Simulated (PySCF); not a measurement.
C4H9ClSi (SMILES C=C(Cl)[SiH](C)C)

```json
{"atom": "C", "x (Å)": "2.5629", "y (Å)": "-0.3104", "z (Å)": "-0.4525"}
{"atom": "C", "x (Å)": "1.3007", "y (Å)": "-0.1869", "z (Å)": "-0.8236"}
{"atom": "Cl", "x (Å)": "0.9193", "y (Å)": "-0.1980", "z (Å)": "-2.5215"}
{"atom": "Si", "x (Å)": "-0.2219", "y (Å)": "0.0169", "z (Å)": "0.3000"}
{"atom": "C", "x (Å)": "-1.4397", "y (Å)": "-1.3848", "z (Å)": "-0.0982"}
{"atom": "C", "x (Å)": "-1.0028", "y (Å)": "1.7081", "z (Å)": "-0.0713"}
{"atom": "H", "x (Å)": "3.3784", "y (Å)": "-0.4203", "z (Å)": "-1.1495"}
{"atom": "H", "x (Å)": "2.8132", "y (Å)": "-0.3032", "z (Å)": "0.5938"}
{"atom": "H", "x (Å)": "0.2568", "y (Å)": "-0.0613", "z (Å)": "1.6889"}
{"atom": "H", "x (Å)": "-1.7211", "y (Å)": "-1.3712", "z (Å)": "-1.1475"}
{"atom": "H", "x (Å)": "-1.0065", "y (Å)": "-2.3576", "z (Å)": "0.1132"}
{"atom": "H", "x (Å)": "-2.3487", "y (Å)": "-1.2935", "z (Å)": "0.4886"}
{"atom": "H", "x (Å)": "-0.3215", "y (Å)": "2.5197", "z (Å)": "0.1663"}
{"atom": "H", "x (Å)": "-1.2642", "y (Å)": "1.7947", "z (Å)": "-1.1225"}
{"atom": "H", "x (Å)": "-1.9092", "y (Å)": "1.8558", "z (Å)": "0.5082"}
```

Geometry: GFN2-xTB.

The calculation used PBE0/pcSseg-1, SCF density, gas phase, non-relativistic (PySCF).

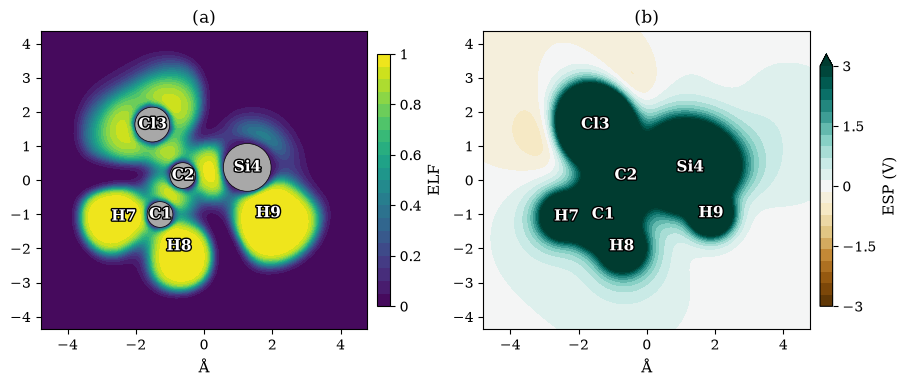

Figure 1. (a) ELF; (b) electrostatic potential on the plane of atoms H7, C1 and H8. Grey discs cover the atomic cores in the ELF map.

Q: Describe what can be read from this map.

A: The plane passes through C, Cl, Si and H nuclei.
C–C (1.32 Å): the ELF peaks at about 0.90 between the atoms: a multiple bond.
C–Cl (1.74 Å): the ELF peaks at about 0.90 between the atoms; a shared electron pair.
C–Si (1.90 Å): the ELF peaks at about 1 between the atoms, as expected for localised, covalent bonding.
C–H (1.08 Å): the ELF climbs to about 1 towards the hydrogen, as it does in any bond to H (a covalent bond by its length).
Si–H (1.47 Å): the ELF climbs to about 1 towards the hydrogen.
The ELF also peaks beside Cl3, away from the bonds: lone-pair regions.
Outside the dense part of the molecule the potential is most negative (−0.6 V) near Cl3.

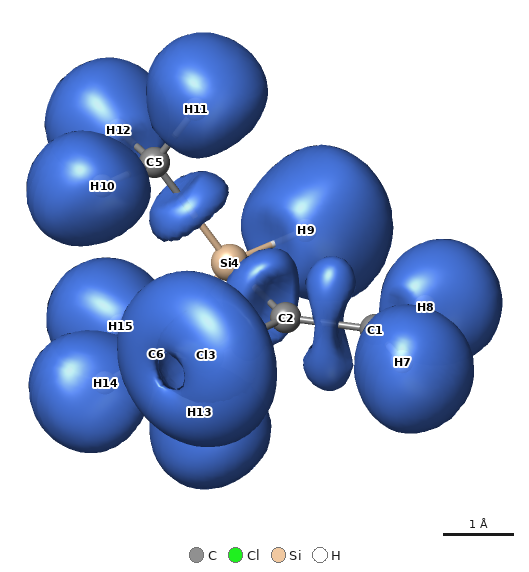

Figure 2. Isosurface of the ELF at 0.8 (blue), seen at an oblique angle. Core shells and regions of very low density are left out.

Q: Describe the localisation domains.

A: The surface consists of one region between bonded C–C atoms (shared pairs), one region between bonded C–Cl atoms (shared pairs), three regions between bonded C–Si atoms (shared pairs), nine regions around hydrogen nuclei and one ring or bowl of non-bonding electrons around Cl.

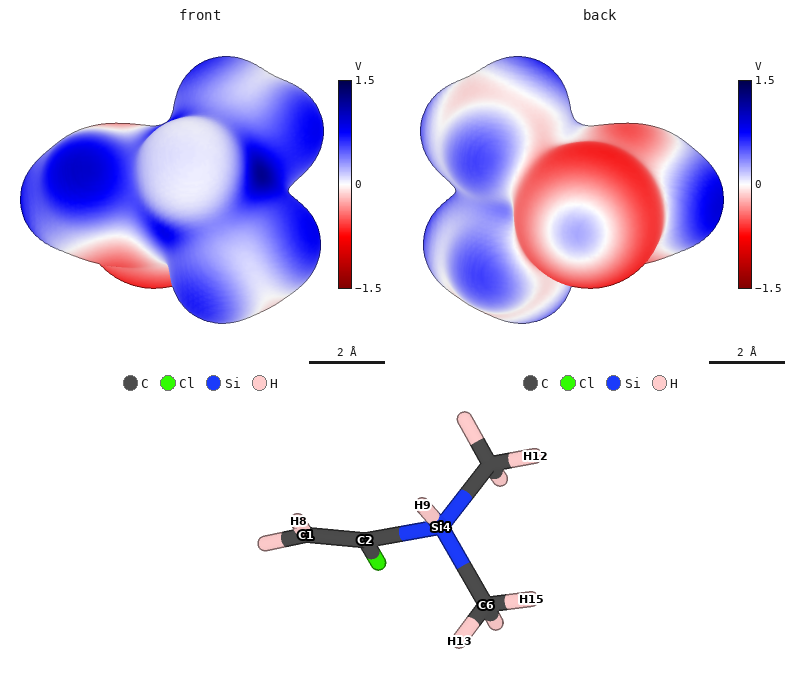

Figure 3. The electrostatic potential painted on the density surface at 0.002 e/bohr³, seen from the front and from behind; the colour scale runs from red (negative) to blue (positive). The bare structure is drawn below in the same view.

Q: Describe the electrostatic potential map.

A: The most negative region (about −0.7 V, or −16 kcal/mol for a unit charge) lies over Cl3, the most positive (about +1.0 V, or +23 kcal/mol for a unit charge) over Si4 and H8. Cl3 shows a σ-hole: about +0.2 V at the tip opposite its bond, against about −0.4 V, or −9 kcal/mol for a unit charge on its flanks.
